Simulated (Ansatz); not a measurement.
Input file:

```
crystal:
  lattice:
    - [0.0, 3.9307167, 3.9307167]
    - [3.9307167, 0.0, 3.9307167]
    - [3.9307167, 3.9307167, 0.0]
  atoms:
    - { symbol: Cd, position: [0.5, 0.5, 0.5] }
    - { symbol: Cd, position: [0.75, 0.75, 0.75] }
    - { symbol: Ag, position: [0.125, 0.125, 0.125] }
    - { symbol: Ag, position: [0.625, 0.125, 0.125] }
    - { symbol: Ag, position: [0.125, 0.125, 0.625] }
    - { symbol: Ag, position: [0.125, 0.625, 0.125] }
basis:
  ecutwfc: 420
kpoints:
  mp_grid: { grid: [8, 8, 8] }
hamiltonian:
  xc: pbe
scf:
  occupations: { method: fermi_dirac, width: 0.15 }
output:
  forces: true
  stress: true
  eigenvalues: true
  write_density: true
  write_potential: true
  elf: true
  volumetric_format: npy
relax:
  adjacent_minimum: "off"
  f_tol: 0.001
  max_steps: 60
  cell: { stress_tol: 0.01 }
```

Run with:

```sh
ansatz run input.yaml --threads 4 --pin off --max-ram 8192MiB --backend cpu --events-out ev --progress --plain --runs-dir out
```

Below, planes, directions and counts refer to the conventional cell (a = 7.86 Å, b = 7.86 Å, c = 7.86 Å, α = 90.00°, β = 90.00°, γ = 90.00°).

The fields are those of the relaxed geometry.

Space group Fd-3m; a structure generated by program, which may or may not match a known phase.

The calculation used DFT PBE, scalar-relativistic, plane waves, PAW (Ansatz).

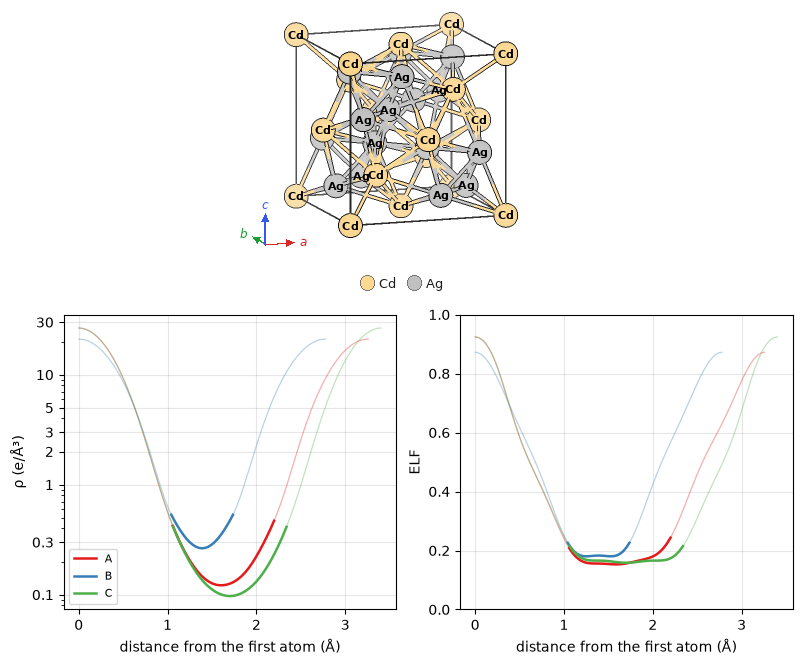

CdAg2. Valence electron density and ELF along straight lines between neighbouring atoms. Thin, pale parts lie inside the atomic spheres. The structure is drawn too.

Core electrons are frozen (PAW), and the valence fields are smoothed inside the atomic spheres.

> Which curve belongs to which contact (Ag–Ag, Cd–Ag and Cd–Cd)? The first atom named is at distance zero.

Curve A: Cd–Ag (3.26 Å): ρ is about 0.12 e/Å³ halfway; the ELF is about 0.15 at the midpoint: no localised pair shows between them. Curve B: Ag–Ag (2.78 Å): ρ is about 0.26 e/Å³ halfway; the ELF is about 0.20 at the midpoint; no localised pair shows between them. Curve C: Cd–Cd (3.40 Å): the density is about 0.1 e/Å³ at the midpoint; the ELF is about 0.15 at the midpoint (no shared electron pair shows on this line).
